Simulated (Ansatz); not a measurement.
## TiC (model cell, started as wurtzite): phonons and vibrational spectra

Aim: the vibrations of TiC (model cell, started as wurtzite), their spectra, and whether the structure is stable.

Program: Ansatz 0.2.0. Level of theory: DFT PBEsol, scalar-relativistic, plane waves, PAW. Results are calculated unless marked as measured.

The structure was built from a prototype and need not be the compound's stable phase.

### Step 1. Set-up

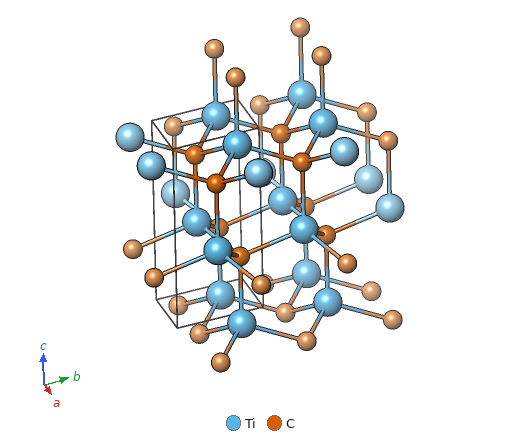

The cell as given, slightly off an axis (titanium blue, carbon orange). 2×2×1 cells are drawn. Some periodic images of atoms are drawn too.

### Step 2. Rough relaxation

A rough relaxation comes first, because large forces or stress need no tight tolerances yet.

input.yaml reads:

```yaml
crystal:
  lattice:
    - [3.2312, 0.0, 0.0]
    - [-1.6156, 2.7983, 0.0]
    - [0.0, 0.0, 5.27656]
  atoms:
    - { symbol: Ti, position: [0.333333, 0.666667, 0.0] }
    - { symbol: Ti, position: [0.666667, 0.333333, 0.5] }
    - { symbol: C, position: [0.333333, 0.666667, 0.375] }
    - { symbol: C, position: [0.666667, 0.333333, 0.875] }
kpoints:
  mp_grid: { grid: [9, 9, 4] }
hamiltonian:
  xc: pbesol
scf:
  occupations: { method: gaussian, width: 0.1 }
output:
  forces: true
  stress: true
  eigenvalues: true
relax:
  adjacent_minimum: "off"
  f_tol: 0.05
  max_steps: 80
  cell: { stress_tol: 0.5 }
```

Run with:

```bash
> ansatz run input.yaml --threads 4 --pin off --max-ram 7168MiB --backend cpu --events-out ev --progress --plain --runs-dir out
```

Numbers of over 12 decimals in the logs are rounded to 6 here.

Log:

```text
[...]
cell:  # Å, volume = 47.2180 Å³
    - [3.579152, 0, 0]
    - [-1.789576, 3.099636, 0]
    - [0, 0, 4.256149]
  atoms:
    - { symbol: Ti, position: [0.333333, 0.666667, -0.065796] }
    - { symbol: Ti, position: [0.666667, 0.333333, 0.434204] }
    - { symbol: C, position: [0.333333, 0.666667, 0.440796] }
    - { symbol: C, position: [0.666667, 0.333333, 0.940796] }
[key lines of the parts left out:]
SCF converged after 7 iterations
Free energy (F): -5443.622491 eV
Fermi energy:    11.672897 eV
P = ⅓ Tr σ = 0.0928 GPa (0.928 kbar)
```

Elapsed: 16 s, on 4 threads of Arm Neoverse V2, shared host; peak memory 0.38 GiB.

Step by step:

```tsv
step	energy less that of the first step (eV)	largest force component (eV/Å)	pressure (GPa)	volume (Å³)
1	0.0000	0.4183	12.43	47.71
2	-0.2816	0.5693	2.28	49.82
3	-0.5938	1.0720	-2.29	50.04
4	-1.0254	1.1199	-3.61	49.08
5	-1.4007	0.8848	-2.67	47.95
6	-1.4091	0.0815	6.51	46.16
7	-1.4962	0.0009	-1.58	47.27
8	-1.5230	0.0058	-0.77	47.16
9	-1.5242	0.0072	0.08	47.00
10	-1.5242	0.0094	-0.03	47.02
11	-1.5243	0.0174	-0.25	47.07
12	-1.5244	0.0203	-0.35	47.10
13	-1.5246	0.0165	-0.37	47.11
14	-1.5250	0.0001	-0.01	47.03
15*	-1.5550	0.0010	0.84	47.03
16	-1.5557	0.0001	0.09	47.22
17*	-1.5560	0.0001	0.09	47.22
```

Relaxation steps marked * repeat the geometry before them on a plane-wave basis chosen anew for their cell, so energy and pressure can jump there.

Forces are held to the 12 operations that the run works with; a distortion that breaks them can't arise in this run.

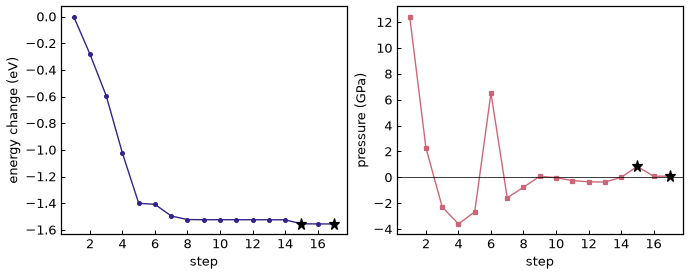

Energy and pressure along the relaxation. Stars mark steps on a basis chosen anew.

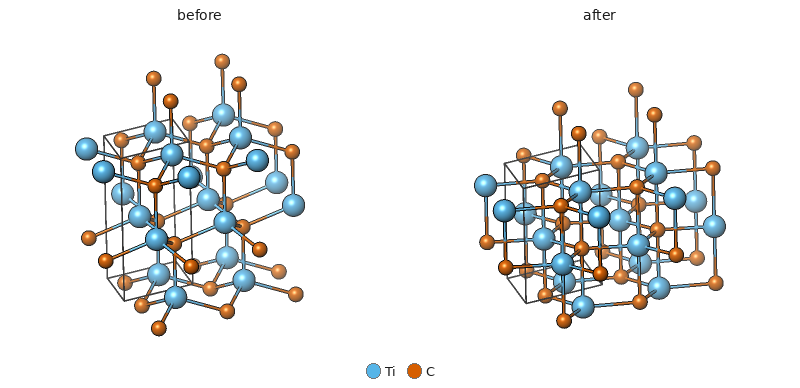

The structure before and after the relaxation, drawn at the same scale.

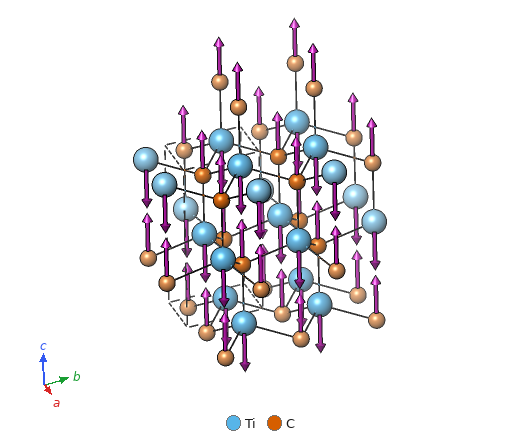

Displacements in the relaxation, exaggerated, measured against the changing cell; the longest in the cell stands for 0.28 Å. 2×2×1 cells are drawn. Some periodic images of atoms are drawn too.

```tsv
cell as run	before	after	change
a (Å)	3.231	3.579	+10.8 %
b (Å)	3.231	3.579	+10.8 %
c (Å)	5.277	4.256	-19.3 %
volume (Å³/atom)	11.93	11.80	-1.0 %
```

The atoms that moved most (Å, as changes of fractional coordinates times the final cell):

```tsv
atom	dx	dy	dz	length
C3	0.000	0.000	0.280	0.280
Ti2	0.000	0.000	-0.280	0.280
Ti1	0.000	0.000	-0.280	0.280
C4	0.000	0.000	0.280	0.280
```

Numbers from this step:

```
pressure          : 0.09277 GPa
volume per atom   : 11.80 Å³
gap on the k-mesh : 0 eV
```

In this step the volume went from 11.93 to 11.80 Å³/atom.

### Step 3. Relaxation

Harmonic phonons are second derivatives at a point where the forces vanish, and they are wanted at zero stress, so atoms and cell are relaxed first.

input.yaml reads:

```yaml
crystal:
  lattice:
    - [3.5791515015, 0.0, 0.0]
    - [-1.7895757507, 3.0996361243, 0.0]
    - [0.0, 0.0, 4.2561491452]
  atoms:
    - { symbol: Ti, position: [0.3333333333, 0.6666666667, -0.0657963232] }
    - { symbol: Ti, position: [0.6666666667, 0.3333333333, 0.4342036768] }
    - { symbol: C, position: [0.3333333333, 0.6666666667, 0.4407963232] }
    - { symbol: C, position: [0.6666666667, 0.3333333333, 0.9407963232] }
kpoints:
  mp_grid: { grid: [12, 12, 10] }
hamiltonian:
  xc: pbesol
scf:
  occupations: { method: gaussian, width: 0.1 }
output:
  forces: true
  stress: true
  eigenvalues: true
relax:
  adjacent_minimum: "off"
  f_tol: 0.005
  max_steps: 80
  cell: { stress_tol: 0.05 }
```

Log:

```text
[...]
Crystal: 4 atoms, lattice volume = 47.218 Å³
Basis set: ecut = 420 eV, 909 PW (Γ), exchange–correlation on 48×48×60 points (8 copies of the dense FFT grid, shifted against one another)
Bands: 20, of which v1, the nominal top of the filled ones, is band 16 counted from 1 (15 counted from 0)
Symmetry: 12 space group operations
[...]
k-points: 114 of 1440 (time reversal used)
[...]
--- Relaxed structure (5 steps of the walk, 5 accepted, 1 SCFs on fresh bases) ---
[...]
cell:  # Å, volume = 47.2331 Å³
    - [3.582454, -2.8894247618988845e-11, 0]
    - [-1.791227, 3.102496, 0]
    - [0, 0, 4.249666]
  atoms:
    - { symbol: Ti, position: [0.333333, 0.666667, -0.062500] }
    - { symbol: Ti, position: [0.666667, 0.333333, 0.437500] }
    - { symbol: C, position: [0.333333, 0.666667, 0.437500] }
    - { symbol: C, position: [0.666667, 0.333333, 0.937500] }
[key lines of the parts left out:]
SCF converged after 8 iterations
Free energy (F): -5443.635930 eV
Fermi energy:    11.756572 eV
P = ⅓ Tr σ = 0.0143 GPa (0.143 kbar)
```

The job ended after 16 s (4 threads; peak memory 0.45 GiB).

Step by step:

```tsv
step	energy less that of the first step (eV)	largest force component (eV/Å)	pressure (GPa)	volume (Å³)
1	0.0000	0.1076	0.06	47.22
2	-0.0009	0.0899	0.04	47.23
3	-0.0026	0.0001	-0.24	47.27
4	-0.0028	0.0000	-0.01	47.24
5	-0.0029	0.0000	0.01	47.23
6*	-0.0028	0.0000	0.01	47.23
```

Relaxation steps marked * repeat the geometry before them on a plane-wave basis chosen anew for their cell, so energy and pressure can jump there.

The run keeps the 12 symmetry operations that it works with, so distortions that break them were not tested.

```tsv
cell as run	before	after	change
a (Å)	3.579	3.582	+0.1 %
b (Å)	3.579	3.582	+0.1 %
c (Å)	4.256	4.250	-0.2 %
volume (Å³/atom)	11.80	11.81	+0.0 %
```

The atoms that moved most (Å, as changes of fractional coordinates times the final cell):

```tsv
atom	dx	dy	dz	length
C3	0.000	0.000	-0.014	0.014
Ti2	0.000	0.000	0.014	0.014
Ti1	0.000	0.000	0.014	0.014
C4	0.000	0.000	-0.014	0.014
```

The relaxed structure:

```xyz
4
Lattice="3.5825 0.0000 0.0000 -1.7912 3.1025 0.0000 0.0000 0.0000 4.2497" Properties=species:S:1:pos:R:3 pbc="T T T"
Ti    0.0000    2.0683   -0.2656
Ti    1.7912    1.0342    1.8592
C     0.0000    2.0683    1.8592
C     1.7912    1.0342    3.9841
```

Numbers from this step:

```yaml
pressure: 0.01431 GPa
volume_per_atom: 11.81 Å³
```

In this step the volume went from 11.80 to 11.81 Å³/atom.

### Step 4. Tight relaxation

Phonons need a cell at rest on their own settings, so the relaxation is repeated with tight tolerances on forces and stress, using the mesh and the filling of the phonon run that follows.

input.yaml reads:

```yaml
crystal:
  lattice:
    - [3.5824540108, 0.0, 0.0]
    - [-1.7912270054, 3.1024961812, 0.0]
    - [0.0, 0.0, 4.2496656922]
  atoms:
    - { symbol: Ti, position: [0.3333333333, 0.6666666667, -0.0625002185] }
    - { symbol: Ti, position: [0.6666666667, 0.3333333333, 0.4374997815] }
    - { symbol: C, position: [0.3333333333, 0.6666666667, 0.4375002185] }
    - { symbol: C, position: [0.6666666667, 0.3333333333, 0.9375002185] }
kpoints:
  mp_grid: { grid: [12, 12, 10] }
hamiltonian:
  xc: pbesol
scf:
  occupations: { method: methfessel_paxton, width: 0.15 }
output:
  forces: true
  stress: true
  eigenvalues: true
relax:
  adjacent_minimum: "off"
  f_tol: 0.001
  max_steps: 60
  cell: { stress_tol: 0.01 }
```

Log:

```text
[...]
Crystal: 4 atoms, lattice volume = 47.233 Å³
Basis set: ecut = 420 eV, 909 PW (Γ), exchange–correlation on 48×48×60 points (8 copies of the dense FFT grid, shifted against one another)
Bands: 20, of which v1, the nominal top of the filled ones, is band 16 counted from 1 (15 counted from 0)
Symmetry: 24 space group operations
[...]
--- Relaxed structure (2 steps of the walk, 2 accepted, 1 SCFs on fresh bases) ---
[...]
cell:  # Å, volume = 47.2355 Å³
    - [3.582518, 0.0, 0.0]
    - [-1.791259, 3.102551, 0.0]
    - [0.0, 0.0, 4.249727]
  atoms:
    - { symbol: Ti, position: [0.333333, 0.666667, -0.062500] }
    - { symbol: Ti, position: [0.666667, 0.333333, 0.4375] }
    - { symbol: C, position: [0.333333, 0.666667, 0.4375] }
    - { symbol: C, position: [0.666667, 0.333333, 0.9375] }
[key lines of the parts left out:]
SCF converged after 6 iterations
Free energy (F): -5443.634776 eV
Fermi energy:    11.756691 eV
P = ⅓ Tr σ = 0.0023 GPa (0.023 kbar)
```

The job ended after 4.2 s (4 threads; peak memory 0.4 GiB; 15 s of CPU time).

Little changed from the start: no atom moved by 0.005 Å and no cell edge by 0.1 %.

Numbers from this step:

* pressure: 0.002254 GPa

The forces vanish by symmetry and the pressure is 0.002 GPa, within the tolerances set. The cell now holds 11.81 Å³/atom. Within 0.01 Å the structure now has space group P6_3/mmc, not the P6_3mc of the start.

### Step 5. Zone-centre response

The zone centre comes first: it holds the modes that light can see, as far as symmetry allows. No field response is asked, since the mesh shows no gap.

input.yaml, the sections that differ from step 4:

```yaml
crystal:
  lattice:
    - [3.5825176278, 0.0, 0.0]
    - [-1.7912588139, 3.1025512751, 0.0]
    - [0.0, 0.0, 4.2497267574]
  atoms:
    - { symbol: Ti, position: [0.3333333333, 0.6666666667, -0.0625] }
    - { symbol: Ti, position: [0.6666666667, 0.3333333333, 0.4375] }
    - { symbol: C, position: [0.3333333333, 0.6666666667, 0.4375] }
    - { symbol: C, position: [0.6666666667, 0.3333333333, 0.9375] }
output:
  eigenvalues: true
phonons:
  method: dfpt
# kpoints, hamiltonian, scf: as in step 4
# relax: removed
```

Log:

```text
zone centre: on kpoints.mp_grid the ground state, and the responses unless they are solved on pairs of k-points, stand on 258 of the mesh's 1440 k-points, reduced under 4 symmetry operations, with k and −k counted as one. Each operation leaves every solved displacement unchanged or reverses it
[...]
Crystal: 4 atoms, lattice volume = 47.235 Å³
Basis set: ecut = 420 eV, 909 PW (Γ), exchange–correlation on 48×48×64 points (8 copies of the dense FFT grid, shifted against one another)
Bands: 20, of which v1, the nominal top of the filled ones, is band 16 counted from 1 (15 counted from 0)
Symmetry: 24 space group operations
k-points: 258 of 1440 (irreducible under 4 space group operations, time reversal used)
[...]
SCF iter   1: F=—  HF=-5443.655247 eV  |F-HF|=—  |Δ(HF+E_count)|=         —  Δρ=1.26e-2  dr2=7.30e-2  ethr=1.77e-3  ⟨swp⟩=4.1  Hψ=21553  notcnv=0
[...]
SCF iter  10: F=-5443.634776 eV  HF=-5443.634776 eV  |F-HF|=9.09e-13  |Δ(HF+E_count)|=  5.46e-12  S|Δr|=    0.00e0  Δρ=4.11e-8  dr2=6.24e-13  ethr=1.00e-12  ⟨swp⟩=5.0  Hψ=19786  notcnv=0
[...]
SCF 1 converged in 10 iterations: F = -5443.634776 eV  dr2 = 6.24e-13
[...]
DFPT response loops at Γ: preconditioner auto → Kerker (q_TF=auto, 2.557 Å⁻¹) (partly filled bands, converged f_vac=0.000); β = 1.00, the filter's whole step (`scf.mixing.beta` (0.50) is not read by the response loops under this deck's `scf.mixing.preconditioner`; to damp them name `kerker` or `kerker_dos`, under which they read `scf.mixing.beta`, and type it under 1.00, their step now; both keys bind the ground state too); Broyden in place of MSR1
SCF converged after 10 iterations
[...]
Free energy (F): -5443.634776 eV
[...]
Internal energy: -5443.633734 eV  (E = F + TS)
E sigma→0 (E₀):  -5443.634516 eV
Entropy (-TS):   -0.001042 eV (-0.260 meV/atom)
Fermi energy:    11.756692 eV
[...]
--- Band table (eV; the first three rows and the last of 258) ---
  k-point 0: bands = [... 12 lower, 9.2533, 9.2533, 9.3764, 12.5537, 12.5537, 13.6653, 13.9401, 14.8781]
  k-point 1: bands = [... 12 lower, 9.1928, 9.1928, 9.2262, 12.6649, 12.6979, 12.6979, 14.7430, 14.9184]
  k-point 2: bands = [... 12 lower, 9.0383, 9.0520, 9.0520, 11.4940, 13.0789, 13.0789, 14.9992, 14.9992]
  k-point 257: bands = [... 12 lower, 9.2810, 9.2810, 9.9945, 9.9945, 13.2261, 13.2261, 14.7311, 14.7311]
--- Phonons (Γ-DFPT): 4 representative perturbations + reference, on 258 of 1440 k-points (Σ response iterations 12) ---
  k mesh reduced under 4 symmetry operations, with k and −k counted as one. Each operation leaves every solved displacement unchanged or reverses it
  ASR residual: 1.265e-5 → 0.000e0 eV/Å²; symmetrization residual: 7.969e-7 eV/Å²
  ASR residual per site (eV/Å²): 1.27e-5 1.27e-5 4.15e-6 4.15e-6
  Γ frequencies (cm⁻¹): 0.00 0.00 0.00 276.39 316.08 316.08 391.48 576.81 576.81 591.21 613.05 613.05
  non-analytic LO–TO correction: not included (Born effective charges unavailable; polar crystals: no LO–TO splitting at Γ)
```

The job ended after 25 s (4 threads; peak memory 1.1 GiB; 92 s of CPU time).

This step gave:

| Property | Result |
| --- | --- |
| sum-rule residual before enforcement | 1.27e-5 eV/Å² |
| point group | 6/mmm |
| highest optical mode at the zone centre (no LO-TO term) | 613.0 cm⁻¹ |
| lowest optical zone-centre mode | 276.4 cm⁻¹ |

Patterns of degenerate modes are one choice out of their space. Modes at Γ, with each element's share of the kinetic energy:

```tsv
mode	frequency (cm⁻¹)	symmetry	Ti %	C %
1	0.0	acoustic	80	20
2	0.0	acoustic	80	20
3	0.0	acoustic	80	20
4	276.4	A2u	20	80
5	316.1	E2g	95	5
6	316.1	E2g	95	5
7	391.5	B1g	100	0
8	576.8	E2g	5	95
9	576.8	E2g	5	95
10	591.2	B1g	0	100
11	613.0	E1u	20	80
12	613.0	E1u	20	80
```

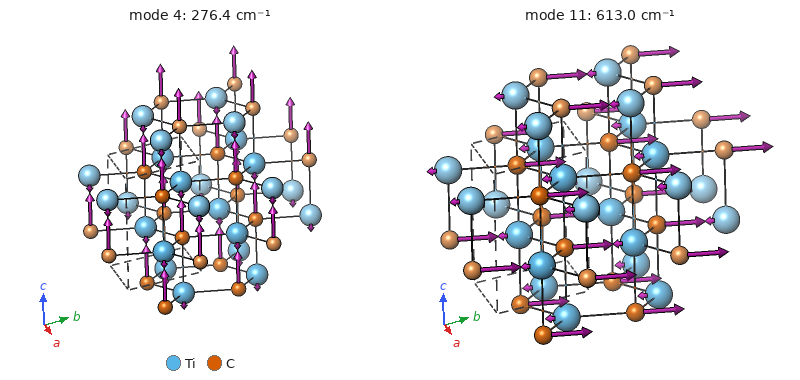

Displacement patterns of modes 4 and 11 at Γ; arrows are exaggerated. 2×2×1 cells are drawn. Some periodic images of atoms are drawn too.

Before it was imposed, the acoustic sum rule was missed by 1.3e-5 eV/Å². Small misses are needed for a sound result but don't prove that mesh and cutoff are converged. The lowest optical mode is real, 276 cm⁻¹.

(Part 1 of 2 ends here.)

[Logs are printed without paths, hosts, clocks, repeated set-up lines and the standing remarks that a program may print on its own settings, such as how far it seeks lower states.]

[Hosts, paths, dates, database ids (printed as entryN), source tags and the programs' standing remarks are cut or masked in the printed files.]
